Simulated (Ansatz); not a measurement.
The starting structures come from a database of crystals and need not be the phases stable at ambient conditions.

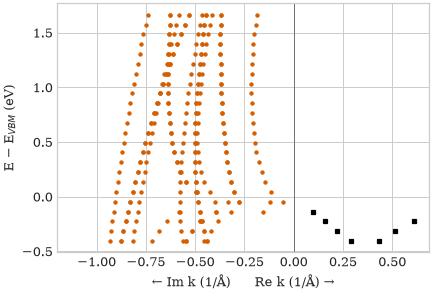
Figure: Complex bands at the centre of the two-dimensional zone; r2SCAN (Ansatz, a quantum-chemistry and plane-wave program)

No gap correction and no spin-orbit coupling; mid-gap is the computed energy nearest the middle.

### Question
This is Ba₂PCl (R-3m, 4 atoms a cell, 35.9 Å³ an atom) along the normal of (101). Read off the slowest decay at the centre of the two-dimensional zone at 0.77 eV, the computed energy nearest the middle of the gap.

### Answer
κ ≈ 0.21 1/Å, a decay length 1/(2κ) of the density of 2.4 Å.
